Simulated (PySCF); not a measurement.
# C₃H₅NOSi: NMR shifts at several levels of theory, part 1 of 2

How much do the NMR shifts of C₃H₅NOSi (`NC(=O)C#C[SiH3]`) depend on the level of theory, and what does each level cost?

Programs: PySCF 2.14.0, with density-fitted response routines of our own. Each step states its level of theory. These are calculated values for one molecule in the gas phase, unless marked as measured. Atoms count from 0, in the outputs and in this text.

### Step 1. The molecule as given

11 atoms, charge 0, multiplicity 1; geometry from: GFN2-xTB. The atoms were then displaced at random by about 0.01 Å, so the start is not that level's minimum.

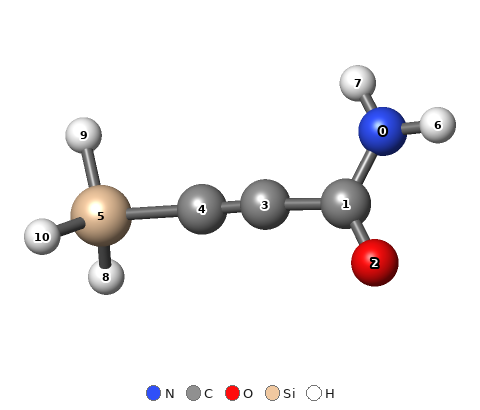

As it starts; nitrogen blue, carbon grey, oxygen red, silicon light orange, hydrogen white, atoms numbered; sticks join atoms by distance.

### Step 2. Geometry optimisation at PBE0-D3(BJ)/def2-SVP

Job settings and geometry (Å):

```
{"job": {"xc": "PBE0", "basis": "def2-SVP", "d3": "d3bj", "grid": 1, "shake": 0.01, "kind": "geom"}, "charge": 0, "multiplicity": 1}
N     -2.556510     0.350710     0.426950
C     -1.723420     0.229820    -0.621180
O     -2.083760     0.260880    -1.787260
C     -0.310870     0.046460    -0.206830
C      0.818270    -0.127220     0.057820
Si     2.604640    -0.365550     0.482820
H     -3.545190     0.512710     0.228970
H     -2.248610     0.354080     1.371240
H      3.017020    -1.656890    -0.045110
H      2.711600    -0.362980     1.957100
H      3.354950     0.732140    -0.095250
```

Run with:

```
> OMP_NUM_THREADS=1 python probes_run.py task.json out
```

This one command runs all jobs of the session in turn.

Output:

```text
step   0  E = -536.06444512  max force = 0.110565
step   1  E = -536.07047945  max force = 0.011804
step   2  E = -536.07089375  max force = 0.004832
step   3  E = -536.07110980  max force = 0.005249
step   4  E = -536.07116660  max force = 0.007015
step   5  E = -536.07125781  max force = 0.001358
step   6  E = -536.07127077  max force = 0.000723
step   7  E = -536.07127497  max force = 0.000336
optimisation converged
```

It took 52 s on 1 thread of Arm Neoverse N1, shared host; peak memory 0.45 GiB.

The steps of the relaxation:

```csv
step,energy from step 0 (eV),largest force component (eV/Å)
0,0.0000,5.6855
1,-0.1642,0.6070
2,-0.1755,0.2485
3,-0.1814,0.2699
4,-0.1829,0.3607
5,-0.1854,0.0698
6,-0.1857,0.0372
7,-0.1858,0.0173
```

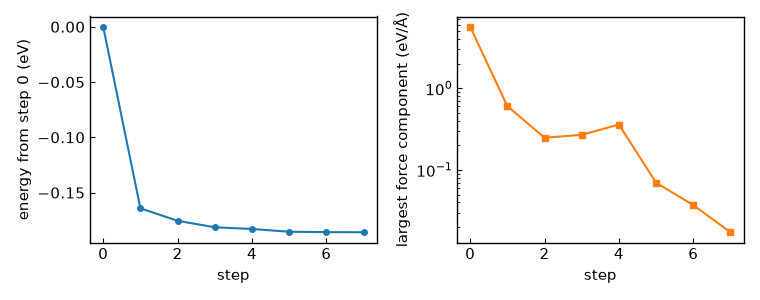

Energy and largest force along the relaxation.

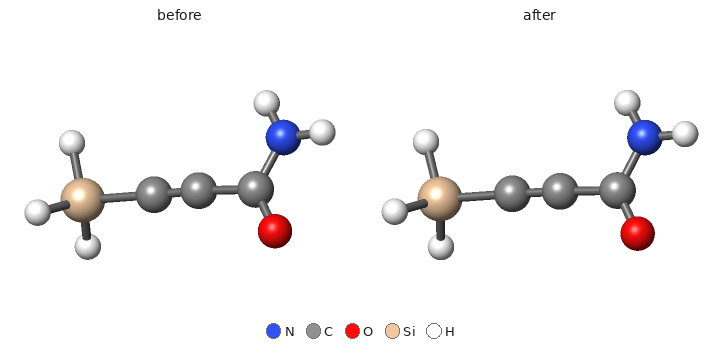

The geometry before (left) and after (right).

Distances of close pairs at the start and the end, largest changes first:

```csv
bond,before (Å),after (Å),change (Å)
C3–C4,1.173,1.219,+0.047
Si5–H10,1.450,1.491,+0.041
Si5–H8,1.455,1.491,+0.036
C1–C3,1.483,1.466,-0.017
N0–H7,0.993,1.010,+0.016
C4–Si5,1.852,1.836,-0.016
Si5–H9,1.478,1.492,+0.013
N0–C1,1.344,1.357,+0.013
```

The final coordinates are the input of the step that follows.

```csv
at the end point,value
point group (found at 0.08 Å tolerance),C1
"rotational constants (GHz, main isotopes)","10.085, 1.057, 0.968"
dipole moment (D),3.74
```

### Step 3. Nuclear shieldings: HF/pcSseg-2

Job settings and geometry (Å):

```
{"job": {"kind": "nmr", "xc": "HF", "basis": "pcSseg-2", "pop": false}, "charge": 0, "multiplicity": 1}
N     -2.601817     0.320680     0.429250
C     -1.753520     0.131628    -0.612837
O     -2.101606     0.073930    -1.771799
C     -0.348712     0.004914    -0.213506
C      0.829738    -0.107013     0.078623
Si     2.614076    -0.265117     0.480273
H     -3.591156     0.396694     0.230160
H     -2.278097     0.336268     1.385365
H      3.128374    -1.552883    -0.066419
H      2.791131    -0.243524     1.961132
H      3.352088     0.877669    -0.129145
```

Method: GIAO HF/pcSseg-2 NMR shielding, non-relativistic, gas phase.

Output:

```text
final grid: 94616 points
cycle   1  E = -534.6446913289  dE =  1.079e+00  |g| = 8.298e-01  |ddm| = 3.002e+00
cycle   2  E = -534.7360864222  dE = -9.140e-02  |g| = 6.740e-01  |ddm| = 1.188e+00
cycle   3  E = -534.8169783780  dE = -8.089e-02  |g| = 9.020e-02  |ddm| = 5.005e-01
cycle   4  E = -534.8201208232  dE = -3.142e-03  |g| = 3.238e-02  |ddm| = 2.247e-01
cycle   5  E = -534.8204998666  dE = -3.790e-04  |g| = 1.317e-02  |ddm| = 4.340e-02
cycle   6  E = -534.8205786950  dE = -7.883e-05  |g| = 5.831e-03  |ddm| = 2.589e-02
cycle   7  E = -534.8206027407  dE = -2.405e-05  |g| = 2.648e-03  |ddm| = 1.372e-02
cycle   8  E = -534.8206073011  dE = -4.560e-06  |g| = 7.478e-04  |ddm| = 6.205e-03
cycle   9  E = -534.8206076727  dE = -3.716e-07  |g| = 2.207e-04  |ddm| = 1.654e-03
cycle  10  E = -534.8206077011  dE = -2.840e-08  |g| = 7.559e-05  |ddm| = 5.157e-04
cycle  11  E = -534.8206077047  dE = -3.595e-09  |g| = 2.513e-05  |ddm| = 1.945e-04
cycle  12  E = -534.8206077053  dE = -5.980e-10  |g| = 1.225e-05  |ddm| = 5.568e-05
converged SCF energy = -534.8206077053

GIAO shielding tensors (ppm)
atom      isotropic    diamagn.    paramagn.     s11        s22        s33       span
  0 N      160.087     319.195    -159.109     61.393    165.890    252.977    191.584
  1 C       28.794     251.466    -222.673    -83.838     62.841    107.378    191.216
  2 O      -84.890     395.357    -480.246   -365.136   -234.402    344.869    710.005
  3 C       84.363     261.991    -177.628    -27.341     -3.374    283.802    311.143
  4 C      100.694     259.830    -159.136     15.174     37.145    249.763    234.588
  5 Si     467.716     875.872    -408.157    463.733    464.706    474.707     10.974
  6 H       26.728      28.493      -1.765     22.174     23.156     34.855     12.681
  7 H       26.523      32.102      -5.580     21.736     25.878     31.955     10.218
  8 H       27.611      29.124      -1.513     24.498     25.965     32.371      7.873
  9 H       27.750      29.385      -1.636     24.483     26.194     32.571      8.088
 10 H       27.608      29.160      -1.551     24.505     25.969     32.351      7.845
```

Run time: 34 s. Hardware: 1 thread of Arm Neoverse N1, shared host; peak memory 1.1 GiB.

The references, computed at this level on geometries of the same kind, shield at (ppm): 1H TMS 31.68, 13C TMS 191.5, 29Si TMS 383.0, 15N NH3 260.7, 17O H2O 326.3. Their shielding less the atom's gives the shift. The references are single molecules in the gas phase, so shifts against H2O, NH3, PH3, H3PO4 or CFCl3 are not on the usual liquid scales and can be off by tens of ppm. Atoms listed in one row are averaged.

```csv
atoms,environment,σ (ppm),δ (ppm)
C1,amide carbonyl carbon,28.8,162.7
C3,alkyne carbon,84.4,107.1
C4,alkyne carbon,100.7,90.8
H7,hydrogen on an amide-type nitrogen,26.52,5.16
H6,hydrogen on an amide-type nitrogen,26.73,4.95
"H8, H9, H10",hydrogen on a silicon bonded to C,27.66,4.03
N0,amide-type nitrogen,160.1,100.7
O2,amide-type carbonyl oxygen,-84.9,411.2
Si5,"silicon bonded to C, 3 H",467.7,-84.8
```

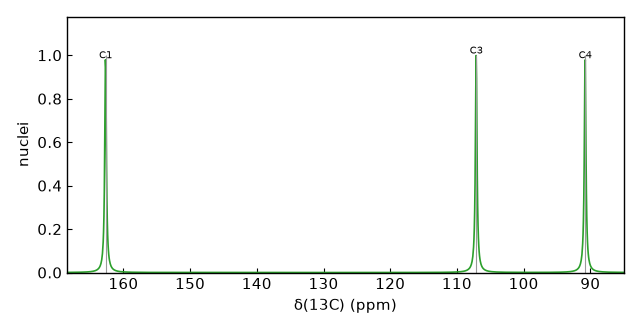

13C lines at the computed shifts, without couplings. Lines are broadened to a width of 0.29 ppm (Lorentzian).

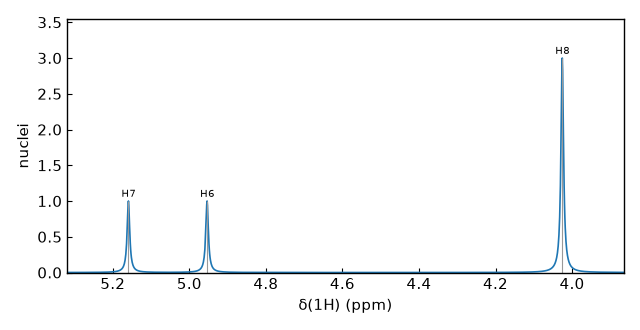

1H lines at the computed shifts, without couplings. Lines are broadened to a width of 0.01 ppm (Lorentzian).

### Step 4. Shielding tensors: LDA/pcSseg-2

Settings changed since step 3:

```diff
@@ -1,2 +1,2 @@
-{"job": {"kind": "nmr", "xc": "HF", "basis": "pcSseg-2", "pop": false}, "charge": 0, "multiplicity": 1}
+{"job": {"kind": "nmr", "xc": "LDA", "basis": "pcSseg-2", "pop": false}, "charge": 0, "multiplicity": 1}
 N     -2.601817     0.320680     0.429250
```

Method: GIAO LDA/pcSseg-2 NMR shielding, non-relativistic, gas phase.

Output:

```text
coarse grid: 10136 points
cycle   1  E = -533.4678341163  dE =  7.358e-01  |g| = 9.910e-01  |ddm| = 3.205e+00
cycle   2  E = -531.2536651007  dE =  2.214e+00  |g| = 2.987e+00  |ddm| = 6.600e+00
cycle   3  E = -533.5364318587  dE = -2.283e+00  |g| = 6.979e-01  |ddm| = 6.057e+00
cycle   4  E = -533.6271412934  dE = -9.071e-02  |g| = 3.812e-01  |ddm| = 7.259e-01
cycle   5  E = -533.6348749035  dE = -7.734e-03  |g| = 3.262e-01  |ddm| = 4.475e-01
cycle   6  E = -533.6605494332  dE = -2.567e-02  |g| = 6.064e-02  |ddm| = 3.026e-01
cycle   7  E = -533.6613992166  dE = -8.498e-04  |g| = 2.496e-02  |ddm| = 5.651e-02
cycle   8  E = -533.6615494462  dE = -1.502e-04  |g| = 5.096e-03  |ddm| = 3.242e-02
cycle   9  E = -533.6615562532  dE = -6.807e-06  |g| = 1.169e-03  |ddm| = 6.471e-03
final grid: 94616 points
cycle  10  E = -533.6590579176  dE = -4.231e-05  |g| = 4.727e-03  |ddm| = 5.842e-02
cycle  11  E = -533.6590448314  dE =  1.309e-05  |g| = 9.201e-03  |ddm| = 1.042e-02
cycle  12  E = -533.6590602228  dE = -1.539e-05  |g| = 3.084e-03  |ddm| = 6.102e-03
cycle  13  E = -533.6590621044  dE = -1.882e-06  |g| = 5.847e-04  |ddm| = 3.597e-03
cycle  14  E = -533.6590621651  dE = -6.071e-08  |g| = 1.842e-04  |ddm| = 5.970e-04
cycle  15  E = -533.6590621728  dE = -7.725e-09  |g| = 6.045e-05  |ddm| = 2.718e-04
cycle  16  E = -533.6590621732  dE = -4.497e-10  |g| = 4.181e-05  |ddm| = 7.251e-05
cycle  17  E = -533.6590621737  dE = -4.441e-10  |g| = 4.523e-06  |ddm| = 3.254e-05
converged SCF energy = -533.6590621737

GIAO shielding tensors (ppm)
atom      isotropic    diamagn.    paramagn.     s11        s22        s33       span
  0 N      134.242     319.935    -185.693     29.246    142.254    231.228    201.982
  1 C       23.413     251.448    -228.035    -71.843     58.944     83.138    154.981
  2 O     -111.419     396.245    -507.663   -406.004   -229.842    301.591    707.595
  3 C       64.567     260.020    -195.453    -42.322    -23.671    259.695    302.016
  4 C       90.971     261.370    -170.399      7.745     24.284    240.885    233.141
  5 Si     411.449     879.761    -468.313    399.674    400.722    433.950     34.276
  6 H       26.133      29.325      -3.192     21.896     23.259     33.244     11.347
  7 H       25.513      31.734      -6.222     21.592     24.726     30.220      8.629
  8 H       26.224      28.132      -1.908     23.111     24.628     30.933      7.822
  9 H       26.378      28.285      -1.908     23.114     24.871     31.148      8.034
 10 H       26.220      28.155      -1.936     23.117     24.634     30.909      7.792
```

It took 61 s on 1 thread of Arm Neoverse N1, shared host; peak memory 1 GiB.

Key values: δ C1 156.9, C3 115.7, C4 89.3, N0 132.4, H7 5.26, H6 4.64 ppm.

### Step 5. NMR shieldings: PBE/pcSseg-2

Settings changed since step 4:

```diff
@@ -1,2 +1,2 @@
-{"job": {"kind": "nmr", "xc": "LDA", "basis": "pcSseg-2", "pop": false}, "charge": 0, "multiplicity": 1}
+{"job": {"kind": "nmr", "xc": "PBE", "basis": "pcSseg-2", "pop": false}, "charge": 0, "multiplicity": 1}
 N     -2.601817     0.320680     0.429250
```

Level: GIAO PBE/pcSseg-2 NMR shielding, non-relativistic, gas phase.

Output:

```text
coarse grid: 10136 points
cycle   1  E = -536.2234542514  dE =  7.575e-01  |g| = 9.878e-01  |ddm| = 2.587e+00
cycle   2  E = -533.9530557698  dE =  2.270e+00  |g| = 2.999e+00  |ddm| = 6.835e+00
cycle   3  E = -536.2926511601  dE = -2.340e+00  |g| = 6.978e-01  |ddm| = 6.434e+00
cycle   4  E = -536.3848193804  dE = -9.217e-02  |g| = 3.719e-01  |ddm| = 7.009e-01
cycle   5  E = -536.3904345197  dE = -5.615e-03  |g| = 3.291e-01  |ddm| = 4.413e-01
cycle   6  E = -536.4168100919  dE = -2.638e-02  |g| = 5.826e-02  |ddm| = 2.835e-01
cycle   7  E = -536.4175815807  dE = -7.715e-04  |g| = 2.363e-02  |ddm| = 5.228e-02
cycle   8  E = -536.4177190957  dE = -1.375e-04  |g| = 4.668e-03  |ddm| = 2.704e-02
cycle   9  E = -536.4177248612  dE = -5.766e-06  |g| = 9.702e-04  |ddm| = 5.656e-03
final grid: 94616 points
cycle  10  E = -536.4251362224  dE = -3.327e-05  |g| = 1.771e-02  |ddm| = 6.507e-02
cycle  11  E = -536.4245923278  dE =  5.439e-04  |g| = 5.501e-02  |ddm| = 4.496e-02
cycle  12  E = -536.4251916654  dE = -5.993e-04  |g| = 5.013e-03  |ddm| = 4.043e-02
cycle  13  E = -536.4251975460  dE = -5.881e-06  |g| = 7.739e-04  |ddm| = 9.302e-03
cycle  14  E = -536.4251975331  dE =  1.287e-08  |g| = 7.954e-04  |ddm| = 1.010e-03
cycle  15  E = -536.4251976976  dE = -1.645e-07  |g| = 7.753e-05  |ddm| = 5.666e-04
cycle  16  E = -536.4251976987  dE = -1.049e-09  |g| = 4.140e-05  |ddm| = 8.258e-05
cycle  17  E = -536.4251976990  dE = -3.148e-10  |g| = 1.063e-05  |ddm| = 2.785e-05
converged SCF energy = -536.4251976990

GIAO shielding tensors (ppm)
atom      isotropic    diamagn.    paramagn.     s11        s22        s33       span
  0 N      136.777     318.308    -181.531     36.765    142.901    230.665    193.900
  1 C       27.310     250.145    -222.835    -67.433     65.358     84.007    151.440
  2 O     -100.515     395.860    -496.375   -381.687   -219.102    299.244    680.931
  3 C       68.906     265.354    -196.448    -36.518    -17.817    261.051    297.569
  4 C       95.848     265.867    -170.019     14.999     30.795    241.750    226.751
  5 Si     425.207     878.750    -453.542    415.162    416.232    444.228     29.066
  6 H       26.573      28.931      -2.358     22.488     23.714     33.516     11.028
  7 H       25.987      32.070      -6.084     22.024     25.194     30.742      8.719
  8 H       26.787      28.581      -1.794     23.738     25.224     31.398      7.661
  9 H       26.934      28.765      -1.832     23.734     25.462     31.605      7.871
 10 H       26.783      28.621      -1.838     23.744     25.230     31.376      7.632
```

Wall time 73 s (1 thread of Arm Neoverse N1, shared host); peak memory 0.92 GiB.

In short: δ C1 152.1, C3 110.5, C4 83.5, N0 124.3, H7 5.19, H6 4.61 ppm.

### Step 6. NMR shieldings: BLYP/pcSseg-2

Settings changed since step 5:

```diff
@@ -1,2 +1,2 @@
-{"job": {"kind": "nmr", "xc": "PBE", "basis": "pcSseg-2", "pop": false}, "charge": 0, "multiplicity": 1}
+{"job": {"kind": "nmr", "xc": "BLYP", "basis": "pcSseg-2", "pop": false}, "charge": 0, "multiplicity": 1}
 N     -2.601817     0.320680     0.429250
```

Method: GIAO BLYP/pcSseg-2 NMR shielding, non-relativistic, gas phase.

Output:

```text
coarse grid: 10136 points
cycle   1  E = -536.5746053888  dE =  7.661e-01  |g| = 1.054e+00  |ddm| = 2.562e+00
cycle   2  E = -533.9639325982  dE =  2.611e+00  |g| = 3.122e+00  |ddm| = 8.587e+00
cycle   3  E = -536.6326914590  dE = -2.669e+00  |g| = 7.934e-01  |ddm| = 8.269e+00
cycle   4  E = -536.7591494568  dE = -1.265e-01  |g| = 3.730e-01  |ddm| = 7.410e-01
cycle   5  E = -536.7565040268  dE =  2.645e-03  |g| = 3.732e-01  |ddm| = 4.658e-01
cycle   6  E = -536.7902339847  dE = -3.373e-02  |g| = 7.259e-02  |ddm| = 3.288e-01
cycle   7  E = -536.7914223669  dE = -1.188e-03  |g| = 2.710e-02  |ddm| = 6.489e-02
cycle   8  E = -536.7916075911  dE = -1.852e-04  |g| = 4.756e-03  |ddm| = 3.123e-02
cycle   9  E = -536.7916137540  dE = -6.163e-06  |g| = 8.565e-04  |ddm| = 5.796e-03
final grid: 94616 points
cycle  10  E = -536.8041839899  dE = -4.786e-05  |g| = 8.503e-03  |ddm| = 6.672e-02
cycle  11  E = -536.8040985450  dE =  8.544e-05  |g| = 2.216e-02  |ddm| = 1.963e-02
cycle  12  E = -536.8041938502  dE = -9.531e-05  |g| = 4.787e-03  |ddm| = 1.540e-02
cycle  13  E = -536.8041984954  dE = -4.645e-06  |g| = 5.865e-04  |ddm| = 6.612e-03
cycle  14  E = -536.8041985574  dE = -6.199e-08  |g| = 2.650e-04  |ddm| = 6.385e-04
cycle  15  E = -536.8041985738  dE = -1.635e-08  |g| = 5.109e-05  |ddm| = 2.923e-04
cycle  16  E = -536.8041985743  dE = -5.150e-10  |g| = 1.683e-05  |ddm| = 5.243e-05
converged SCF energy = -536.8041985743

GIAO shielding tensors (ppm)
atom      isotropic    diamagn.    paramagn.     s11        s22        s33       span
  0 N      133.933     316.650    -182.717     35.357    136.714    229.727    194.370
  1 C       22.086     248.800    -226.714    -74.250     60.537     79.969    154.218
  2 O     -103.316     395.643    -498.959   -382.921   -221.084    294.058    676.979
  3 C       66.367     263.530    -197.164    -40.465    -21.271    260.836    301.302
  4 C       92.850     265.897    -173.047     10.372     26.842    241.338    230.966
  5 Si     414.917     877.934    -463.017    405.622    406.680    432.448     26.827
  6 H       26.790      29.652      -2.862     22.805     23.993     33.571     10.766
  7 H       26.226      32.139      -5.914     22.270     25.478     30.928      8.658
  8 H       27.054      28.659      -1.605     24.061     25.520     31.579      7.518
  9 H       27.196      28.833      -1.637     24.054     25.756     31.779      7.725
 10 H       27.050      28.693      -1.642     24.067     25.526     31.558      7.491
```

It took 67 s on 1 thread of Arm Neoverse N1, shared host; peak memory 0.92 GiB.

In short: δ C1 152.9, C3 108.6, C4 82.2, N0 123.6, H7 5.15, H6 4.59 ppm.

### Step 7. NMR shieldings: BP86/pcSseg-2

Settings changed since step 6:

```diff
@@ -1,2 +1,2 @@
-{"job": {"kind": "nmr", "xc": "BLYP", "basis": "pcSseg-2", "pop": false}, "charge": 0, "multiplicity": 1}
+{"job": {"kind": "nmr", "xc": "BP86", "basis": "pcSseg-2", "pop": false}, "charge": 0, "multiplicity": 1}
 N     -2.601817     0.320680     0.429250
```

Method: GIAO BP86/pcSseg-2 NMR shielding, non-relativistic, gas phase.

Output:

```text
coarse grid: 10136 points
cycle   1  E = -536.6895752585  dE =  7.612e-01  |g| = 9.994e-01  |ddm| = 2.564e+00
cycle   2  E = -534.4855844348  dE =  2.204e+00  |g| = 2.981e+00  |ddm| = 6.397e+00
cycle   3  E = -536.7648311944  dE = -2.279e+00  |g| = 6.865e-01  |ddm| = 5.929e+00
cycle   4  E = -536.8527609878  dE = -8.793e-02  |g| = 3.809e-01  |ddm| = 7.031e-01
cycle   5  E = -536.8617460430  dE = -8.985e-03  |g| = 3.189e-01  |ddm| = 4.447e-01
cycle   6  E = -536.8866050415  dE = -2.486e-02  |g| = 5.763e-02  |ddm| = 2.800e-01
cycle   7  E = -536.8873760460  dE = -7.710e-04  |g| = 2.379e-02  |ddm| = 5.278e-02
cycle   8  E = -536.8875128139  dE = -1.368e-04  |g| = 4.702e-03  |ddm| = 2.709e-02
cycle   9  E = -536.8875184066  dE = -5.593e-06  |g| = 1.087e-03  |ddm| = 5.364e-03
final grid: 94616 points
cycle  10  E = -536.8969305632  dE = -5.086e-05  |g| = 9.068e-03  |ddm| = 7.420e-02
cycle  11  E = -536.8968037426  dE =  1.268e-04  |g| = 2.672e-02  |ddm| = 1.999e-02
cycle  12  E = -536.8969439823  dE = -1.402e-04  |g| = 3.127e-03  |ddm| = 1.832e-02
cycle  13  E = -536.8969460632  dE = -2.081e-06  |g| = 5.683e-04  |ddm| = 4.432e-03
cycle  14  E = -536.8969461091  dE = -4.589e-08  |g| = 3.176e-04  |ddm| = 5.625e-04
cycle  15  E = -536.8969461305  dE = -2.139e-08  |g| = 1.306e-04  |ddm| = 2.999e-04
cycle  16  E = -536.8969461344  dE = -3.900e-09  |g| = 4.982e-05  |ddm| = 1.375e-04
cycle  17  E = -536.8969461349  dE = -5.909e-10  |g| = 3.493e-06  |ddm| = 3.907e-05
converged SCF energy = -536.8969461349

GIAO shielding tensors (ppm)
atom      isotropic    diamagn.    paramagn.     s11        s22        s33       span
  0 N      136.402     318.313    -181.911     36.688    142.757    229.760    193.072
  1 C       27.235     250.766    -223.531    -67.245     65.263     83.687    150.932
  2 O      -99.101     394.743    -493.844   -379.396   -217.918    300.012    679.408
  3 C       69.174     263.779    -194.605    -36.050    -17.551    261.124    297.174
  4 C       96.124     264.476    -168.351     15.298     31.233    241.842    226.543
  5 Si     423.091     878.725    -455.634    413.502    414.560    441.210     27.708
  6 H       26.631      29.154      -2.523     22.614     23.717     33.564     10.950
  7 H       26.060      31.984      -5.924     22.101     25.298     30.782      8.681
  8 H       26.845      28.619      -1.774     23.802     25.282     31.452      7.650
  9 H       26.991      28.801      -1.810     23.799     25.516     31.658      7.859
 10 H       26.842      28.652      -1.810     23.808     25.288     31.430      7.622
```

Run time: 71 s. Hardware: 1 thread of Arm Neoverse N1, shared host; peak memory 0.88 GiB.

In short: δ C1 151.9, C3 110.0, C4 83.0, N0 122.8, H7 5.17, H6 4.60 ppm.

### Step 8. Nuclear shieldings: OPBE/pcSseg-2

Settings changed since step 7:

```diff
@@ -1,2 +1,2 @@
-{"job": {"kind": "nmr", "xc": "BP86", "basis": "pcSseg-2", "pop": false}, "charge": 0, "multiplicity": 1}
+{"job": {"kind": "nmr", "xc": "OPBE", "basis": "pcSseg-2", "pop": false}, "charge": 0, "multiplicity": 1}
 N     -2.601817     0.320680     0.429250
```

Level: GIAO OPBE/pcSseg-2 NMR shielding, non-relativistic, gas phase.

Output:

```text
coarse grid: 10136 points
cycle   1  E = -536.5208266810  dE =  7.420e-01  |g| = 9.294e-01  |ddm| = 2.672e+00
cycle   2  E = -534.4182067851  dE =  2.103e+00  |g| = 2.890e+00  |ddm| = 7.721e+00
cycle   3  E = -536.6020655731  dE = -2.184e+00  |g| = 6.054e-01  |ddm| = 7.316e+00
cycle   4  E = -536.6651667550  dE = -6.310e-02  |g| = 3.726e-01  |ddm| = 6.669e-01
cycle   5  E = -536.6786849216  dE = -1.352e-02  |g| = 2.839e-01  |ddm| = 4.195e-01
cycle   6  E = -536.6986412510  dE = -1.996e-02  |g| = 4.648e-02  |ddm| = 2.305e-01
cycle   7  E = -536.6991326239  dE = -4.914e-04  |g| = 2.008e-02  |ddm| = 4.327e-02
cycle   8  E = -536.6992320469  dE = -9.942e-05  |g| = 4.124e-03  |ddm| = 2.251e-02
cycle   9  E = -536.6992367328  dE = -4.686e-06  |g| = 7.890e-04  |ddm| = 5.157e-03
final grid: 94616 points
cycle  10  E = -536.6968025362  dE = -1.759e-04  |g| = 2.547e-02  |ddm| = 1.899e-01
cycle  11  E = -536.6957192562  dE =  1.083e-03  |g| = 7.711e-02  |ddm| = 7.632e-02
cycle  12  E = -536.6969157977  dE = -1.197e-03  |g| = 4.989e-03  |ddm| = 6.615e-02
cycle  13  E = -536.6969205127  dE = -4.715e-06  |g| = 2.509e-03  |ddm| = 9.080e-03
cycle  14  E = -536.6969217655  dE = -1.253e-06  |g| = 9.985e-04  |ddm| = 2.310e-03
cycle  15  E = -536.6969219870  dE = -2.214e-07  |g| = 3.411e-04  |ddm| = 8.842e-04
cycle  16  E = -536.6969220158  dE = -2.881e-08  |g| = 9.526e-05  |ddm| = 3.708e-04
cycle  17  E = -536.6969220178  dE = -2.064e-09  |g| = 8.421e-06  |ddm| = 1.266e-04
cycle  18  E = -536.6969220178  dE = -1.137e-11  |g| = 3.243e-06  |ddm| = 1.010e-05
converged SCF energy = -536.6969220178

GIAO shielding tensors (ppm)
atom      isotropic    diamagn.    paramagn.     s11        s22        s33       span
  0 N      143.868     319.699    -175.831     45.942    153.651    232.011    186.069
  1 C       37.809     252.404    -214.596    -52.950     76.072     90.304    143.254
  2 O      -83.386     397.971    -481.357   -354.262   -204.326    308.429    662.691
  3 C       76.795     271.339    -194.545    -24.911     -7.493    262.787    287.698
  4 C      103.267     269.001    -165.734     26.322     40.905    242.572    216.250
  5 Si     447.402     879.586    -432.184    437.843    438.897    465.467     27.624
  6 H       26.526      27.358      -0.832     22.458     23.484     33.636     11.179
  7 H       25.932      32.191      -6.259     21.910     25.100     30.787      8.876
  8 H       26.866      28.983      -2.116     23.815     25.305     31.479      7.665
  9 H       27.011      29.219      -2.208     23.810     25.541     31.682      7.872
 10 H       26.862      29.047      -2.184     23.821     25.310     31.456      7.635
```

Wall time 78 s (1 thread of Arm Neoverse N1, shared host); peak memory 0.92 GiB.

This run: δ C1 146.6, C3 107.6, C4 81.1, N0 119.0, H7 5.27, H6 4.67 ppm.

(Continued in part 2 of 2.)
